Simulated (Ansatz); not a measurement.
One crystal and one scan (frozen-phonon scan) at two levels, PBE (plane waves to 420 eV, PAW, scalar-relativistic; Ansatz, a first-principles code) and r2SCAN (plane waves to 500 eV, PAW, scalar-relativistic; Ansatz), each from its own relaxed cell and on its own mesh. The cell shown is that of PBE.

Li (bcc, W type)

```yaml
crystal:
  lattice:
    - [-3.43479, 3.43479, 3.43479]
    - [1.71739, -1.71739, 1.71739]
    - [1.71739, 1.71739, -1.71739]
  atoms:
    - { symbol: Li, position: [0.00000, 0.00000, 0.00000] }
    - { symbol: Li, position: [0.50000, 0.00000, 0.00000] }
```

The atoms are displaced by Q × the pattern below (from a DFPT mode at N = (0.5, 0.0, 0.0), largest move 1; Q in Å), at fixed cell. (q is in reciprocal vectors of the primitive cell; the cell shown is doubled to hold the pattern.)

```csv
atom,x,y,z
Li1,1.000,0.000,0.000
Li2,-1.000,0.000,0.000
```

Li was relaxed with its symmetry unable to fall. The PAW data are Ansatz's earlier set. With partly filled bands, energies and forces of such displacements shift with the k mesh and the smearing. Percentages come from the unrounded values. Both scans cover Q from -0.280 to 0.280 Å.

| quantity | PBE | r2SCAN | PBE − r2SCAN |
|---|---|---|---|
| Lattice constant a (Å) | 3.435 | 3.476 | -0.041 (-1.2 %) |
| Energy at Q = 0.280 Å (meV/cell) | 70 | 69 | +1 (+2 %) |
| Harmonic wavenumber from the curvature (finite differences) (cm⁻¹ (negative: imaginary)) | 187 | 186 | +1 (+1 %) |

PBE gives the lower value for: lattice constant a. They agree on: harmonic wavenumber from the curvature (within 1.5 %). Both give the same space group of the distorted cell: Cmcm (No. 63), lowered from Im-3m. Neither level is exact: the differences show how much the result hangs on the functional.

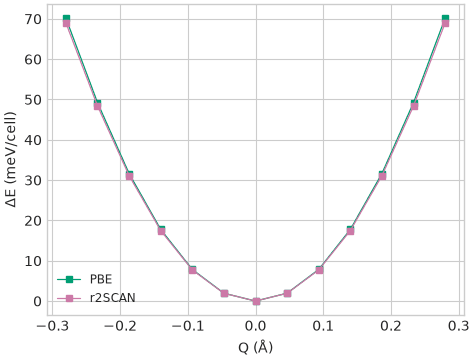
*ΔE, each from the undisplaced structure of its own level.*

(For displaced atoms, the force is minus the slope of the energy, and its curvature is a force constant, which sets phonon frequencies.)
